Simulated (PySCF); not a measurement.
# C₄H₈BClSi (SMILES ClBCC1=C[SiH2]C1): what the fields show

Input file:

```
{"job": {"kind": "uv", "xc": "B3LYP", "basis": "def2-SVPD", "nstates": 8, "ntriplets": 3}, "charge": 0, "multiplicity": 1}
Cl    -2.160291    -1.364452    -1.957019
B     -2.208054    -0.466824    -0.521446
C     -1.237103    -0.828861     0.674554
C      0.001950    -0.039221     0.367541
C      0.341876     1.212234     0.711523
Si     1.998050     1.159950    -0.180918
C      1.149210    -0.546534    -0.468446
H     -2.909657     0.472976    -0.479689
H     -1.631094    -0.513597     1.641245
H     -0.974450    -1.886399     0.723505
H     -0.236442     1.898584     1.308535
H      3.212371     1.135036     0.633068
H      2.163940     1.996956    -1.367726
H      1.627851    -1.427821    -0.043110
H      0.857429    -0.794038    -1.488013
```

Launched as:

```sh
OMP_NUM_THREADS=1 python probes_run.py task.json out
```

Geometry: GFN2-xTB.

The calculation used PySCF 2.14.0, B3LYP/def2-SVPD, SCF density, gas phase.

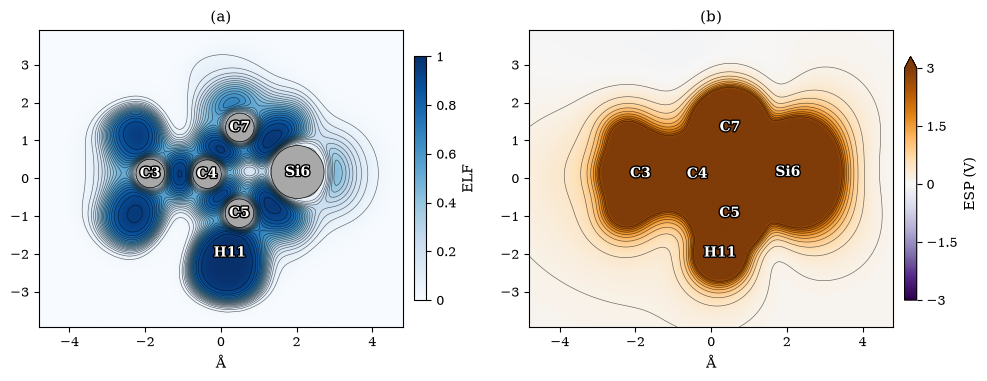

Figure 1. (a) electron localisation function; (b) electrostatic potential on the plane of atoms C4, C7 and Si6. Grey discs cover the atomic cores in the ELF map.

Read the bonding off the picture.

Answer.
- The section cuts through C, Si and H sites.
- C–C (1.34 Å): the ELF peaks at about 0.95 between the atoms; a multiple bond.
- C–Si (1.88 Å): the ELF peaks at about 0.95 between the atoms, as expected for localised, covalent bonding.
- C–H (1.08 Å): the ELF climbs to about 1 towards the hydrogen, as it does in any bond to H: an ordinary covalent bond to hydrogen.
- C–C (1.50 Å): the ELF peaks at about 0.95 between the atoms; localised, covalent bonding.
- C–Si (1.93 Å): the ELF peaks at about 0.95 between the atoms (localised, covalent bonding).
- The potential has no marked negative region in this plane.

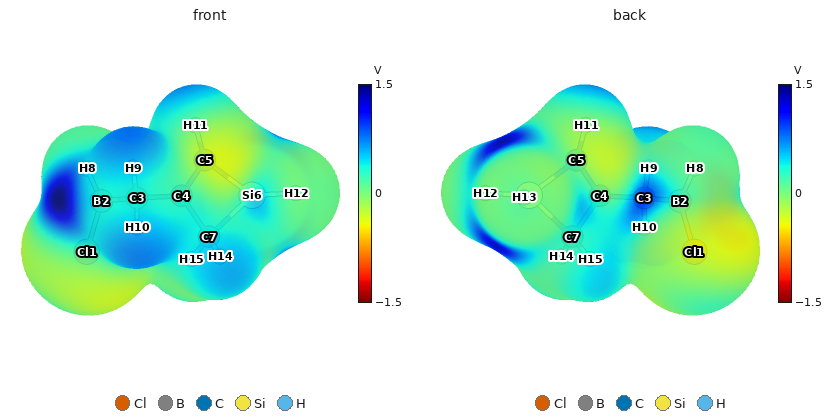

Figure 2. The electrostatic potential painted on the density surface at 0.002 e/bohr³, seen from the front and from behind; the colour scale runs from red (negative) to blue (positive).

Describe the electrostatic potential map.

Answer. The most negative region (about −0.4 V) lies over Cl1 and C5, the most positive (about +1.4 V) over B2 and Si6.

What dipole moment does the calculation give?

Answer. Its dipole moment is 0.88 D.
